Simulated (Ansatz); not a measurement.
C3H11BO

The calculation's input:

```
crystal:
  periodic: [false, false, false]
  atoms:
    - symbol: C
      position_ang: [-1.652490, 1.296735, -0.395755]
    - symbol: C
      position_ang: [-0.337868, -0.373838, 1.975699]
    - symbol: C
      position_ang: [-2.659224, -1.788306, 1.797337]
    - symbol: B
      position_ang: [-1.500797, -0.976494, 1.045469]
    - symbol: O
      position_ang: [-2.351952, 0.366211, 0.420099]
    - symbol: H
      position_ang: [-2.364743, 2.012327, -0.830862]
    - symbol: H
      position_ang: [-1.181564, 0.712261, -1.194685]
    - symbol: H
      position_ang: [-0.872853, 1.825523, 0.172168]
    - symbol: H
      position_ang: [-2.778940, 0.812684, 1.163840]
    - symbol: H
      position_ang: [-1.111939, -1.477811, -0.005328]
    - symbol: H
      position_ang: [0.214816, -1.216841, 2.425150]
    - symbol: H
      position_ang: [-0.717051, 0.225912, 2.825027]
    - symbol: H
      position_ang: [0.417253, 0.231350, 1.445188]
    - symbol: H
      position_ang: [-3.491759, -2.078575, 1.135516]
    - symbol: H
      position_ang: [-3.086004, -1.250004, 2.665488]
    - symbol: H
      position_ang: [-2.235778, -2.722950, 2.202732]
basis:
  gaussian:
    orbitals: def2-SVPD
hamiltonian:
  xc: {name: PBE0}
output: {forces: true, orbitals: {seedname: orbitals}}
```

Command:

```sh
ansatz run input.yaml --threads 2 --pin off --max-ram 5220MiB --events-out events.jsonl --progress --plain --runs-dir runs
```

Geometry: PBE0-D4/def2-SVP.

These are results of isolated molecule in a Gaussian basis; Kohn-Sham density functional theory, functional PBE0 in Ansatz, not measurements.

Predict the electron density and electron localisation function between the atoms.

C–O (1.42 Å): ρ is about 2 e/Å³ halfway, with its minimum of 1.6 e/Å³ about 0.5 Å from C; the ELF peaks at about 0.90 between the atoms (a polar covalent bond).
C–B (1.60 Å): the density is about 1.3 e/Å³ at the midpoint; the ELF peaks at about 1 between the atoms; a shared electron pair.
C–H (1.10 Å): ρ is about 1.8 e/Å³ halfway; the ELF climbs to about 1 towards the hydrogen, as it does in any bond to H; an ordinary covalent bond to hydrogen.

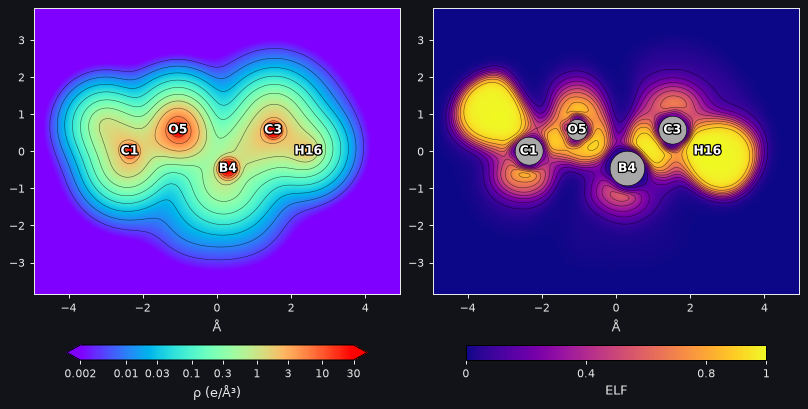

Computed electron density and electron localisation function on the plane of atoms B4, C3 and H16, in this order. Grey discs cover the atomic cores in the ELF map. 
